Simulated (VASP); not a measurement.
Band structure of SnTe (rock salt). Method: PBE GGA with D3 dispersion (Becke-Johnson damping), VASP's PBE PAW potentials (set 64) (plane waves; VASP).

Unless said otherwise, spin-orbit coupling is left out, though it shifts the bands of the heavy elements here.

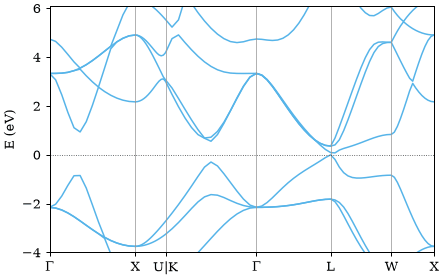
Bands along high-symmetry lines, zero at the valence-band maximum or, without a gap, the Fermi level

**Question.** Read the plot: is there a gap, and where are the band edges?

**Answer.** The gap is indirect, 0.08 eV, from the valence maximum at L to the conduction minimum at L-W at 0.07. (Edges off the drawn lines would not show.)

The compound is SnTe in the rock salt structure, which distorts at low temperature. It was relaxed first.
